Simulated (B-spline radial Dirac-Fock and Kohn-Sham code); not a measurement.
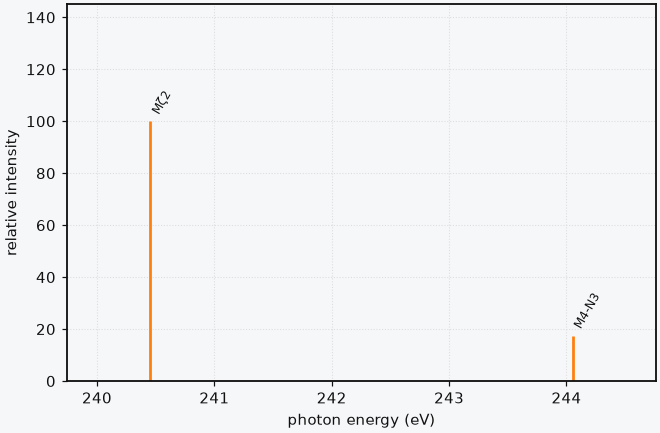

X-ray emission lines that fill an M4 (3d3/2) hole, as sticks. Multiplet splitting by the open shell is left out. System: Ru⁴⁺ ([Kr] 4d4). The calculation used independent-particle rates on relativistic LDA orbitals of the hole state (multipoles to L = 3), energies from Dirac–Fock ΔSCF (a radial B-spline solver).

Which line is the strongest, where is it and what share of the photons does it carry?

Answer. M4-N2 (Mζ2) at 240.5 eV, 85.1 % of the radiative decays.
